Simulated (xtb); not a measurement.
**Run report: C2H2ClFSi, geometry relaxation (part 1 of 2)**

System: C2H2ClFSi, SMILES FC1=C[SiH]1Cl.
Method: GFN2-xTB (xtb 6.7.1).

The geometry comes from this level: GFN2-xTB.

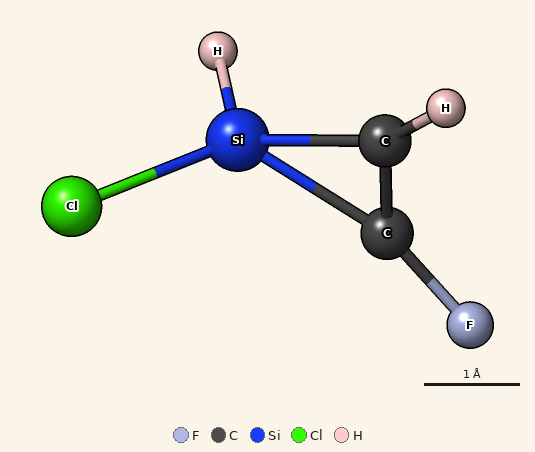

Figure 1. The structure as given in the input (ball-and-stick view, seen at a tilt). Bond lengths as drawn: Cl–Si 2.00 Å, C–C 1.34 Å, C–F 1.34 Å, C–H 1.07 Å, C–Si 1.86 to 1.87 Å and H–Si 1.44 Å.

### Input (start.xyz)
```
7
start
F     -0.99885000    -1.61884000     1.36816000
C     -0.36780000    -0.72609000     0.59353000
C      0.83828000    -0.14645000     0.63117000
Si    -0.16750000     0.45128000    -0.83396000
Cl    -1.04419000     2.25116000    -0.85044000
H      1.70048000    -0.17881000     1.27107000
H      0.03958000    -0.03225000    -2.17953000
```

Hardware: 1 thread of Intel Xeon @ 2.50GHz (Skylake/Cascade Lake), 189 GiB of memory available, shared host.

Run as:
```bash
xtb start.xyz -o vtight --uhf 0 --gfn2 | tee run.log
```

### Log
```
* xtb version 6.7.1
   ID    Z sym.   atoms
    1    9 F      1
    2    6 C      2, 3
    3   14 Si     4
    4   17 Cl     5
    5    1 H      6, 7

           -------------------------------------------------
          |                Calculation Setup                |
           -------------------------------------------------

          program call               : xtb start.xyz -o vtight --uhf 0 --gfn2
          coordinate file            : start.xyz
          omp threads                :                     1

           -------------------------------------------------
          |                 G F N 2 - x T B                 |
           -------------------------------------------------

      * Hamiltonian:
        H0-scaling (s, p, d)           1.850000    2.230000    2.230000
        zeta-weighting                 0.500000
      * Dispersion:
        s8                             2.700000
        a1                             0.520000
        a2                             5.000000
        s9                             5.000000
      * Repulsion:
        kExp                           1.500000    1.000000
        rExp                           1.000000
      * Coulomb:
        alpha                          2.000000
        third order                    shell-resolved
        anisotropic                    true
        a3                             3.000000
        a5                             4.000000
        cn-shift                       1.200000
        cn-exp                         4.000000
        max-rad                        5.000000

          ...................................................
          :                      SETUP                      :
          :.................................................:
          :  # basis functions                  34          :
          :  # atomic orbitals                  32          :
          :  # shells                           14          :
          :  # electrons                        28          :
          :  max. iterations                   250          :
          :  Hamiltonian                  GFN2-xTB          :
          :  restarted?                      false          :
          :  GBSA solvation                  false          :
          :  PC potential                    false          :
          :  electronic temp.          300.0000000     K    :
          :  accuracy                    1.0000000          :
          :  -> integral cutoff          0.2500000E+02      :
          :  -> integral neglect         0.1000000E-07      :
          :  -> SCF convergence          0.1000000E-05 Eh   :
          :  -> wf. convergence          0.1000000E-03 e    :
          :  Broyden damping             0.4000000          :
          :  net charge                          0          :
          :  unpaired electrons                  0          :
          ...................................................

 iter      E             dE          RMSdq      gap      omega  full diag
   1    -16.2922438 -0.162922E+02  0.658E+00    3.91       0.0  T
   2    -16.3276554 -0.354116E-01  0.443E+00    3.69       1.0  T
   3    -16.3503921 -0.227367E-01  0.266E+00    3.87       1.0  T
   4    -16.3671906 -0.167986E-01  0.866E-01    3.96       1.0  T
   5    -16.3694049 -0.221427E-02  0.383E-01    3.95       1.0  T
   6    -16.3693869  0.180029E-04  0.302E-01    3.95       1.0  T
   7    -16.3696873 -0.300384E-03  0.953E-02    3.94       1.0  T
   8    -16.3696920 -0.470569E-05  0.316E-02    3.94       1.2  T
   9    -16.3696925 -0.473291E-06  0.185E-02    3.94       2.0  T
  10    -16.3696933 -0.836445E-06  0.849E-03    3.94       4.4  T
  11    -16.3696935 -0.205978E-06  0.574E-03    3.94       6.6  T
  12    -16.3696936 -0.103826E-06  0.370E-03    3.94      10.2  T
  13    -16.3696937 -0.522970E-07  0.146E-03    3.94      25.8  T
  14    -16.3696937 -0.617160E-08  0.739E-04    3.94      51.1  T
  15    -16.3696937 -0.620918E-09  0.441E-04    3.94      85.8  T

   *** convergence criteria satisfied after 15 iterations ***

         #    Occupation            Energy/Eh            Energy/eV
      -------------------------------------------------------------
         1        2.0000           -1.0701830             -29.1212
       ...           ...                  ...                  ...
         8        2.0000           -0.5149800             -14.0133
         9        2.0000           -0.4754268             -12.9370
        10        2.0000           -0.4572861             -12.4434
        11        2.0000           -0.4540050             -12.3541
        12        2.0000           -0.4279960             -11.6464
        13        2.0000           -0.4165919             -11.3360
        14        2.0000           -0.3836025             -10.4384 (HOMO)
        15                         -0.2387280              -6.4961 (LUMO)
        16                         -0.2248255              -6.1178
        17                         -0.1791784              -4.8757
        18                         -0.1513005              -4.1171
        19                         -0.1231606              -3.3514
       ...                                ...                  ...
        32                          0.8401783              22.8624
      -------------------------------------------------------------
                  HL-Gap            0.1448746 Eh            3.9422 eV
             Fermi-level           -0.3111652 Eh           -8.4672 eV

 SCC (total)                   0 d,  0 h,  0 min,  0.028 sec
 SCC setup                      ...        0 min,  0.000 sec (  0.540%)
 Dispersion                     ...        0 min,  0.000 sec (  0.273%)
 classical contributions        ...        0 min,  0.000 sec (  0.076%)
 integral evaluation            ...        0 min,  0.008 sec ( 29.874%)
 iterations                     ...        0 min,  0.015 sec ( 54.348%)
 molecular gradient             ...        0 min,  0.004 sec ( 14.128%)
 printout                       ...        0 min,  0.000 sec (  0.642%)

         :::::::::::::::::::::::::::::::::::::::::::::::::::::
         ::                     SUMMARY                     ::
         :::::::::::::::::::::::::::::::::::::::::::::::::::::
         :: total energy             -16.244945070769 Eh    ::
         :: gradient norm              0.001004021985 Eh/a0 ::
         :: HOMO-LUMO gap              3.942237778193 eV    ::
         ::.................................................::
         :: SCC energy               -16.369690980614 Eh    ::
         :: -> isotropic ES            0.025795753312 Eh    ::
         :: -> anisotropic ES          0.000664236783 Eh    ::
         :: -> anisotropic XC          0.000366172032 Eh    ::
         :: -> dispersion             -0.004420441461 Eh    ::
         :: repulsion energy           0.124745909845 Eh    ::
         :: add. restraining           0.000000000000 Eh    ::
         :: total charge              -0.000000000000 e     ::
         :::::::::::::::::::::::::::::::::::::::::::::::::::::

      -----------------------------------------------------------
     |                   =====================                   |
     |                        A N C O P T                        |
     |                   =====================                   |
     |               Approximate Normal Coordinate               |
     |                Rational Function Optimizer                |
      -----------------------------------------------------------
      -----------------------------------------------------------
     |                   =====================                   |
     |                        A N C O P T                        |
     |                   =====================                   |
     |               Approximate Normal Coordinate               |
     |                Rational Function Optimizer                |
      -----------------------------------------------------------

          ...................................................
          :                      SETUP                      :
          :.................................................:
          :   optimization level         verytight          :
          :   max. optcycles                   200          :
          :   ANC micro-cycles                  20          :
          :   degrees of freedom                15          :
          :.................................................:
          :   RF solver                   davidson          :
          :   write xtbopt.log                true          :
          :   linear?                        false          :
          :   energy convergence         0.1000000E-06 Eh   :
          :   grad. convergence          0.2000000E-03 Eh/α :
          :   maxmium RF displ.          1.0000000          :
          :   Hlow (freq-cutoff)         0.1000000E-01      :
          :   Hmax (freq-cutoff)         5.0000000          :
          :   S6 in model hess.         20.0000000          :
          ...................................................

generating ANC from exact Hessian ...
Using Lindh-Hessian (1995)
 Shifting diagonal of input Hessian by    6.0396895844591139E-003
 Lowest  eigenvalues of input Hessian
    0.000000    0.000000    0.000000    0.000000    0.000000    0.000000
    0.010000    0.015372    0.016819    0.026838    0.053415    0.098186
    0.166913    0.210613    0.223382    0.508149    0.559777    0.627726
 Highest eigenvalues
    0.508149    0.559777    0.627726    1.001121    1.453199    2.098113

........................................................................
.............................. CYCLE    1 ..............................
........................................................................

 iter      E             dE          RMSdq      gap      omega  full diag
   1    -16.3696937 -0.163697E+02  0.270E-04    3.94       0.0  T
   2    -16.3696937 -0.344791E-10  0.224E-04    3.94     168.9  T
   3    -16.3696937 -0.329134E-09  0.561E-05    3.94     674.3  T
     SCC iter.                  ...        0 min,  0.003 sec
     gradient                   ...        0 min,  0.004 sec
 * total energy  :   -16.2449451 Eh     change       -0.6584102E-09 Eh
   gradient norm :     0.0010058 Eh/α   predicted     0.0000000E+00 (-100.00%)
   displ. norm   :     0.0182836 α      lambda       -0.3207771E-05
   maximum displ.:     0.0162079 α      in ANC's #1, #3, #2, ...

........................................................................
.............................. CYCLE    2 ..............................
........................................................................

 iter      E             dE          RMSdq      gap      omega  full diag
   1    -16.3696794 -0.163697E+02  0.432E-02    3.94       0.0  T
   2    -16.3696795 -0.330772E-07  0.286E-02    3.94       1.3  T
   3    -16.3696787  0.828707E-06  0.113E-02    3.94       3.4  T
   4    -16.3696795 -0.888601E-06  0.304E-03    3.94      12.4  T
   5    -16.3696795 -0.953129E-09  0.158E-03    3.94      23.9  T
   6    -16.3696795 -0.766759E-08  0.799E-04    3.94      47.3  T
   7    -16.3696796 -0.189502E-08  0.308E-04    3.94     122.6  T
     SCC iter.                  ...        0 min,  0.003 sec
     gradient                   ...        0 min,  0.004 sec
 * total energy  :   -16.2449474 Eh     change       -0.2298403E-05 Eh
   gradient norm :     0.0002345 Eh/α   predicted    -0.1604864E-05 ( -30.17%)
   displ. norm   :     0.0050324 α      lambda       -0.2542175E-06
   maximum displ.:     0.0034419 α      in ANC's #2, #3, #4, ...

........................................................................
.............................. CYCLE    3 ..............................
........................................................................

 iter      E             dE          RMSdq      gap      omega  full diag
   1    -16.3696890 -0.163697E+02  0.145E-02    3.94       0.0  T
   2    -16.3696890  0.110845E-08  0.965E-03    3.94       3.9  T
   3    -16.3696887  0.267112E-06  0.845E-03    3.94       4.5  T
   4    -16.3696891 -0.314058E-06  0.124E-03    3.94      30.6  T
   5    -16.3696891  0.383729E-09  0.744E-04    3.94      50.8  T
   6    -16.3696891 -0.120542E-08  0.347E-04    3.94     108.8  T
     SCC iter.                  ...        0 min,  0.003 sec
     gradient                   ...        0 min,  0.004 sec
 * total energy  :   -16.2449474 Eh     change       -0.6716326E-07 Eh
   gradient norm :     0.0001063 Eh/α   predicted    -0.1284511E-06 (  91.25%)
   displ. norm   :     0.0023582 α      lambda       -0.1032674E-06
   maximum displ.:     0.0019354 α      in ANC's #3, #2, #1, ...

   *** GEOMETRY OPTIMIZATION CONVERGED AFTER 3 ITERATIONS ***

------------------------------------------------------------------------
 total energy gain   :        -0.0000024 Eh       -0.0015 kcal/mol
 total RMSD          :         0.0071253 a0        0.0038 Å
 total power (kW/mol):        -0.0020708 (step)   -0.2049 (real)
------------------------------------------------------------------------

 ANCopt (total)                0 d,  0 h,  0 min,  0.030 sec
 optimizer setup                ...        0 min,  0.000 sec (  0.472%)
 model hessian                  ...        0 min,  0.000 sec (  0.934%)
 ANC generation                 ...        0 min,  0.000 sec (  0.492%)
 coordinate transformation      ...        0 min,  0.000 sec (  0.138%)
 single point calculation       ...        0 min,  0.029 sec ( 94.620%)
 optimization log               ...        0 min,  0.000 sec (  1.049%)
 hessian update                 ...        0 min,  0.000 sec (  0.086%)
 rational function              ...        0 min,  0.000 sec (  1.212%)

================
 final structure:
================
```
